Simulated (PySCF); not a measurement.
# H3PO (SMILES O=[PH3]) at SVWN5/STO-3G

Aim: the energy change on altering one bond length of H3PO at SVWN5/STO-3G, from 2 runs. Input form: a Python script.

The results are computed with PySCF 2.14.0.

8 further runs of the same task are left out: 8 set aside as unsound or not needed.

**1. The molecule**

H3PO has 5 atoms, charge 0, and is taken as a singlet. SMILES: `O=[PH3]`. The coordinates come from a GFN2-xTB relaxation.

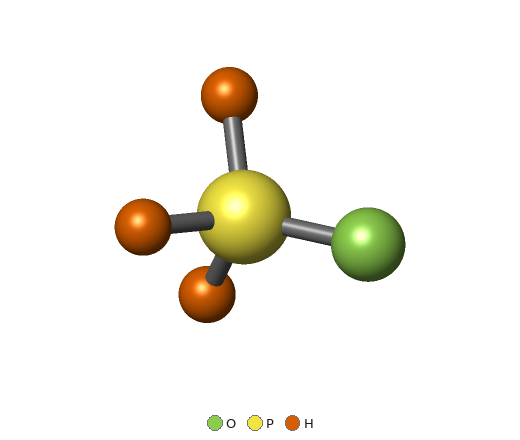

Viewed from a chosen angle; oxygen green, phosphorus yellow, hydrogen orange.

**2. A single-point energy at SVWN5/STO-3G**

Contents of start.xyz:

```xyz
5
H3OP
O     -1.381960    -0.328270     0.532950
P     -0.058510    -0.014650     0.022530
H      0.807060     0.564860     0.939400
H      0.663660    -1.098320    -0.454890
H     -0.030250     0.876380    -1.039990
```

Contents of job.py:

```python
from pyscf import gto, dft

molecule = gto.M(
    atom='start.xyz',
    spin=0,
    max_memory=1860,
    basis='sto-3g',
    verbose=4,
)

ks = dft.RKS(molecule, xc='svwn')
ks.grids.level = 5
ks.conv_tol = 1e-10
ks.kernel()
if not ks.converged:
    ks = ks.newton().run(ks.mo_coeff, ks.mo_occ)

energy = ks.e_tot
print('E(%s) = %.9f' % ('SVWN5', energy))
```

Run with:

```sh
$ OMP_NUM_THREADS=1 python job.py
```

The program printed:

```text
PySCF version 2.14.0

[INPUT] num. atoms = 5
[INPUT] num. electrons = 26
[INPUT] charge = 0
[INPUT] spin (= nelec alpha-beta = 2S) = 0
[INPUT] symmetry False subgroup None
[INPUT] Mole.unit = angstrom
[INPUT] Symbol           X                Y                Z      unit          X                Y                Z       unit  Magmom
[INPUT]  1 O     -1.381960000000  -0.328270000000   0.532950000000 AA   -2.611525915104  -0.620340394911   1.007129538087 Bohr   0.0
[INPUT]  2 P     -0.058510000000  -0.014650000000   0.022530000000 AA   -0.110567875548  -0.027684487725   0.042575529586 Bohr   0.0
[INPUT]  3 H      0.807060000000   0.564860000000   0.939400000000 AA    1.525122366091   1.067430698722   1.775208721416 Bohr   0.0
[INPUT]  4 H      0.663660000000  -1.098320000000  -0.454890000000 AA    1.254135639829  -2.075523997132  -0.859617516803 Bohr   0.0
[INPUT]  5 H     -0.030250000000   0.876380000000  -1.039990000000 AA   -0.057164215268   1.656118181046  -1.965296272286 Bohr   0.0

nuclear repulsion = 66.9030014571881
number of shells = 11
number of NR pGTOs = 51
number of NR cGTOs = 17
basis = sto-3g
ecp = {}

******** <class 'pyscf.dft.rks.RKS'> ********
method = RKS
initial guess = minao
damping factor = 0
level_shift factor = 0
DIIS = <class 'pyscf.scf.diis.CDIIS'>
diis_start_cycle = 1
diis_space = 8
diis_damp = 0
SCF conv_tol = 1e-10
SCF conv_tol_grad = None
SCF max_cycles = 50
direct_scf = True
direct_scf_tol = 1e-13
XC library pyscf.dft.libxc version 7.0.0
    S. Lehtola, C. Steigemann, M. J.T. Oliveira, and M. A.L. Marques.,  SoftwareX 7, 1–5 (2018)
XC functionals = svwn
    P. A. M. Dirac.,  Math. Proc. Cambridge Philos. Soc. 26, 376 (1930)
    F. Bloch.,  Z. Phys. 57, 545 (1929)
    S. H. Vosko, L. Wilk, and M. Nusair.,  Can. J. Phys. 58, 1200 (1980)
radial grids:
    Treutler-Ahlrichs [JCP 102, 346 (1995); DOI:10.1063/1.469408] (M4) radial grids

becke partition: Becke, JCP 88, 2547 (1988); DOI:10.1063/1.454033
pruning grids: <function nwchem_prune>
grids dens level: 5
symmetrized grids: False
atomic radii adjust function: <function treutler_atomic_radii_adjust>
small_rho_cutoff = 0
Set gradient conv threshold to 1e-05
Initial guess from minao.
tot grids = 157192
init E= -411.721389955091
  HOMO = -0.308074122594994  LUMO = 0.158634669017095  gap/eV = 12.69979
cycle= 1 E= -411.177572985058  delta_E= 0.544  |g|= 0.76  |ddm|= 2.62
  HOMO = 0.0916285150390317  LUMO = 0.162978023124505  gap/eV = 1.94152
cycle= 2 E= -406.726904443008  delta_E= 4.45  |g|= 3.66  |ddm|= 7.17
  HOMO = -0.0109666842732541  LUMO = 0.247980825626563  gap/eV = 7.04632
cycle= 3 E= -411.410370044414  delta_E= -4.68  |g|= 0.359  |ddm|= 5.76
  HOMO = -0.0225572804822208  LUMO = 0.245917261842732  gap/eV = 7.30556
cycle= 4 E= -411.438501355537  delta_E= -0.0281  |g|= 0.17  |ddm|= 0.294
  HOMO = -0.034134005154056  LUMO = 0.246231802184717  gap/eV = 7.62914
cycle= 5 E= -411.445327862074  delta_E= -0.00683  |g|= 0.0897  |ddm|= 0.147
  HOMO = -0.0431909311697705  LUMO = 0.248995657802617  gap/eV = 7.95080
cycle= 6 E= -411.447856744774  delta_E= -0.00253  |g|= 0.00237  |ddm|= 0.148
  HOMO = -0.0428829287371116  LUMO = 0.248899401265003  gap/eV = 7.93980
cycle= 7 E= -411.447858786972  delta_E= -2.04e-06  |g|= 0.000114  |ddm|= 0.00458
  HOMO = -0.042884881500152  LUMO = 0.248905040370823  gap/eV = 7.94001
cycle= 8 E= -411.447858791285  delta_E= -4.31e-09  |g|= 1.75e-05  |ddm|= 0.000202
  HOMO = -0.0428862222387235  LUMO = 0.248905507560519  gap/eV = 7.94006
cycle= 9 E= -411.447858791395  delta_E= -1.1e-10  |g|= 4.96e-06  |ddm|= 3.45e-05
  HOMO = -0.0428868523317298  LUMO = 0.24890563910727  gap/eV = 7.94008
cycle= 10 E= -411.447858791404  delta_E= -8.53e-12  |g|= 4.71e-07  |ddm|= 8.22e-06
  HOMO = -0.0428870803269428  LUMO = 0.248905670934149  gap/eV = 7.94009
Extra cycle  E= -411.447858791403  delta_E= 7.96e-13  |g|= 1.32e-06  |ddm|= 3.06e-06
converged SCF energy = -411.447858791403
E(SVWN5) = -411.447858791
```

Wall time 1.8 s (1 thread of Arm Neoverse V2, shared host); peak memory 0.13 GiB.

**3. The distorted shape**

Contents of job.py:

```python
from pyscf import gto, dft

molecule = gto.M(
    atom='''
O     -3.862030    -0.916674     1.489416
P     -0.110568    -0.027684     0.042576
H      1.525122     1.067431     1.775209
H      1.254136    -2.075524    -0.859618
H     -0.057164     1.656118    -1.965296
''',
    verbose=4,
    basis='sto-3g',
    max_memory=1860,
    unit='bohr',
)

calc0 = dft.RKS(molecule, xc='svwn')
calc0.conv_tol = 1e-10
calc0.grids.level = 5
calc0.kernel()
if not calc0.converged:
    calc0 = calc0.newton().run(calc0.mo_coeff, calc0.mo_occ)

e_final = calc0.e_tot
print('E(%s) = %.9f' % ('SVWN5', e_final))
```

Run with:

```sh
$ OMP_NUM_THREADS=1 python job.py
```

The program printed:

```text
PySCF version 2.14.0

[INPUT] num. atoms = 5
[INPUT] num. electrons = 26
[INPUT] charge = 0
[INPUT] spin (= nelec alpha-beta = 2S) = 0
[INPUT] symmetry False subgroup None
[INPUT] Mole.unit = bohr
[INPUT] Symbol           X                Y                Z      unit          X                Y                Z       unit  Magmom
[INPUT]  1 O     -2.043698263889  -0.485082990643   0.788165004780 AA   -3.862030000000  -0.916674000000   1.489416000000 Bohr   0.0
[INPUT]  2 P     -0.058510065857  -0.014649741907   0.022530248932 AA   -0.110568000000  -0.027684000000   0.042576000000 Bohr   0.0
[INPUT]  3 H      0.807059806273   0.564860159430   0.939400147420 AA    1.525122000000   1.067431000000   1.775209000000 Bohr   0.0
[INPUT]  4 H      0.663660190594  -1.098320001518  -0.454890255697 AA    1.254136000000  -2.075524000000  -0.859618000000 Bohr   0.0
[INPUT]  5 H     -0.030249886085   0.876379904194  -1.039989855912 AA   -0.057164000000   1.656118000000  -1.965296000000 Bohr   0.0

nuclear repulsion = 51.2130302917231
number of shells = 11
number of NR pGTOs = 51
number of NR cGTOs = 17
basis = sto-3g
ecp = {}

******** <class 'pyscf.dft.rks.RKS'> ********
method = RKS
initial guess = minao
damping factor = 0
level_shift factor = 0
DIIS = <class 'pyscf.scf.diis.CDIIS'>
diis_start_cycle = 1
diis_space = 8
diis_damp = 0
SCF conv_tol = 1e-10
SCF conv_tol_grad = None
SCF max_cycles = 50
direct_scf = True
direct_scf_tol = 1e-13
XC library pyscf.dft.libxc version 7.0.0
    S. Lehtola, C. Steigemann, M. J.T. Oliveira, and M. A.L. Marques.,  SoftwareX 7, 1–5 (2018)
XC functionals = svwn
    P. A. M. Dirac.,  Math. Proc. Cambridge Philos. Soc. 26, 376 (1930)
    F. Bloch.,  Z. Phys. 57, 545 (1929)
    S. H. Vosko, L. Wilk, and M. Nusair.,  Can. J. Phys. 58, 1200 (1980)
radial grids:
    Treutler-Ahlrichs [JCP 102, 346 (1995); DOI:10.1063/1.469408] (M4) radial grids

becke partition: Becke, JCP 88, 2547 (1988); DOI:10.1063/1.454033
pruning grids: <function nwchem_prune>
grids dens level: 5
symmetrized grids: False
atomic radii adjust function: <function treutler_atomic_radii_adjust>
small_rho_cutoff = 0
Set gradient conv threshold to 1e-05
[... 1 set-up line as earlier in the session ...]
tot grids = 157192
init E= -411.130342239601
  HOMO = -0.273123744690369  LUMO = -0.121648665764507  gap/eV = 4.12185
cycle= 1 E= -410.946591895928  delta_E= 0.184  |g|= 0.855  |ddm|=  2.4
  HOMO = 0.057381025862963  LUMO = 0.087594618530286  gap/eV = 0.82215
cycle= 2 E= -403.775625131109  delta_E= 7.17  |g|= 1.61  |ddm|= 7.81
  HOMO = -0.184684310404626  LUMO = -0.0166456940496313  gap/eV = 4.57256
cycle= 3 E= -410.287730704824  delta_E= -6.51  |g|= 0.949  |ddm|= 8.02
  HOMO = -0.130724004233616  LUMO = 0.0196248146633281  gap/eV = 4.09120
cycle= 4 E= -410.065648709806  delta_E= 0.222  |g|= 0.814  |ddm|= 0.428
  HOMO = -0.135687448567824  LUMO = -0.0349521148963891  gap/eV = 2.74115
cycle= 5 E= -410.902129213458  delta_E= -0.836  |g|= 0.876  |ddm|= 1.42
  HOMO = 0.160244417363743  LUMO = 0.170687280204597  gap/eV = 0.28416
cycle= 6 E= -410.089000085824  delta_E= 0.813  |g|= 2.13  |ddm|= 4.43
  HOMO = 0.159662571616878  LUMO = 0.191328352620203  gap/eV = 0.86167
cycle= 7 E= -405.058368534531  delta_E= 5.03  |g|=  2.6  |ddm|= 4.27
  HOMO = 0.0145926143719777  LUMO = 0.0491879943303638  gap/eV = 0.94139
cycle= 8 E= -411.339051953257  delta_E= -6.28  |g|= 0.15  |ddm|= 6.92
  HOMO = 0.0736287041327187  LUMO = 0.0786692122475379  gap/eV = 0.13716
cycle= 9 E= -411.350777217848  delta_E= -0.0117  |g|= 0.0561  |ddm|= 0.607
  HOMO = 0.068044690144186  LUMO = 0.0771013427956791  gap/eV = 0.24644
cycle= 10 E= -411.31021985919  delta_E= 0.0406  |g|= 0.0875  |ddm|= 2.11
  HOMO = 0.06209583593606  LUMO = 0.071943178460127  gap/eV = 0.26796
[... cycles 11 to 40 left out ...]
cycle= 41 E= -411.354633701589  delta_E= -2.78e-05  |g|= 0.00471  |ddm|= 0.0504
  HOMO = 0.078262232086375  LUMO = 0.081270923738265  gap/eV = 0.08187
cycle= 42 E= -411.354621562803  delta_E= 1.21e-05  |g|= 0.00481  |ddm|= 0.0341
  HOMO = 0.078059249537742  LUMO = 0.0809939751273544  gap/eV = 0.07986
cycle= 43 E= -411.354657167699  delta_E= -3.56e-05  |g|= 0.00489  |ddm|= 0.0647
  HOMO = 0.0781831524199821  LUMO = 0.0803674843422203  gap/eV = 0.05944
cycle= 44 E= -411.35458505629  delta_E= 7.21e-05  |g|= 0.0075  |ddm|= 0.0772
  HOMO = 0.0791039157519529  LUMO = 0.080888837309209  gap/eV = 0.04857
cycle= 45 E= -411.354128378128  delta_E= 0.000457  |g|= 0.00955  |ddm|= 0.14
  HOMO = 0.079482304823789  LUMO = 0.0806061812156564  gap/eV = 0.03058
cycle= 46 E= -411.354596705076  delta_E= -0.000468  |g|= 0.00358  |ddm|= 0.125
  HOMO = 0.0791994412692591  LUMO = 0.080678065180907  gap/eV = 0.04024
cycle= 47 E= -411.354658644775  delta_E= -6.19e-05  |g|= 0.00154  |ddm|= 0.0424
  HOMO = 0.0792451306780313  LUMO = 0.0806860904849424  gap/eV = 0.03921
cycle= 48 E= -411.354672932737  delta_E= -1.43e-05  |g|= 9.93e-05  |ddm|= 0.0313
  HOMO = 0.0792334788120426  LUMO = 0.0806955182723694  gap/eV = 0.03978
cycle= 49 E= -411.354672841598  delta_E= 9.11e-08  |g|= 0.000151  |ddm|= 0.00235
  HOMO = 0.0792282284192224  LUMO = 0.0807005428801649  gap/eV = 0.04006
cycle= 50 E= -411.354672952345  delta_E= -1.11e-07  |g|= 6.77e-05  |ddm|= 0.00286
SCF not converged.
SCF energy = -411.354672952345

******** <class 'pyscf.soscf.newton_ah.SecondOrderRKS'> ********
method = SecondOrderRKS
initial guess = minao
damping factor = 0
level_shift factor = 0
DIIS = <class 'pyscf.scf.diis.CDIIS'>
diis_start_cycle = 1
diis_space = 8
diis_damp = 0
SCF conv_tol = 1e-10
SCF conv_tol_grad = None
SCF max_cycles = 50
direct_scf = True
direct_scf_tol = 1e-13
XC library pyscf.dft.libxc version 7.0.0
    S. Lehtola, C. Steigemann, M. J.T. Oliveira, and M. A.L. Marques.,  SoftwareX 7, 1–5 (2018)
XC functionals = svwn
    P. A. M. Dirac.,  Math. Proc. Cambridge Philos. Soc. 26, 376 (1930)
    F. Bloch.,  Z. Phys. 57, 545 (1929)
    S. H. Vosko, L. Wilk, and M. Nusair.,  Can. J. Phys. 58, 1200 (1980)
radial grids:
    Treutler-Ahlrichs [JCP 102, 346 (1995); DOI:10.1063/1.469408] (M4) radial grids

becke partition: Becke, JCP 88, 2547 (1988); DOI:10.1063/1.454033
pruning grids: <function nwchem_prune>
grids dens level: 5
symmetrized grids: False
atomic radii adjust function: <function treutler_atomic_radii_adjust>
small_rho_cutoff = 0
******** <class 'pyscf.dft.rks.RKS'> Newton solver flags ********
SCF tol = 1e-10
conv_tol_grad = None
max. SCF cycles = 50
direct_scf = True
direct_scf_tol = 1e-13
max_cycle_inner = 12
max_stepsize = 0.05
ah_start_tol = 1e+09
ah_level_shift = 0
ah_conv_tol = 1e-12
ah_lindep = 1e-14
ah_start_cycle = 1
ah_max_cycle = 40
ah_grad_trust_region = 2.5
kf_interval = 4
kf_trust_region = 5
canonicalization = True
Set conv_tol_grad to 1e-05
  HOMO = 0.0792301742444324  LUMO = 0.0807029096918855  gap/eV = 0.04008
Initial guess E= -411.354672952345  |g|= 6.76671e-05
macro= 0  E= -411.354672979867  delta_E= -2.75227e-08  |g|= 5.91368e-06  2 KF 7 JK
macro= 1  E= -411.354672979867  delta_E= 6.82121e-13  |g|= 1.0784e-06  1 KF 2 JK
Canonicalize SCF orbitals
macro X = 2  E=-411.354672979867  |g|= 1.0784e-06  total 4 KF 12 JK
converged SCF energy = -411.354672979867
E(SVWN5) = -411.354672980
```

It took 5.7 s on 1 thread of Arm Neoverse V2, shared host; peak memory 0.15 GiB.

**4. Outcome**

At SVWN5/STO-3G:

| quantity | value |
| --- | --- |
| first shape: total energy | -411.44786 Eh |
| first shape: dipole moment | 2.66 D |
| first shape: HOMO energy | -1.17 eV |
| first shape: LUMO energy | 6.77 eV |
| first shape: HOMO–LUMO gap | 7.94 eV |
| distorted shape: total energy | -411.35467 Eh |
| distorted shape: dipole moment | 4.04 D |
| energy change with the O1–P2 bond stretched from 1.453 to 2.179 Å | 2.536 eV |

In words: With the O1–P2 bond stretched from 1.453 to 2.179 Å the energy rises by 2.54 eV (58 kcal/mol). The first shape isn't relaxed at this level, so the change isn't measured from a minimum. A restricted reference can't describe the breaking bond well at this length. The minimal basis adds a large error of its own.
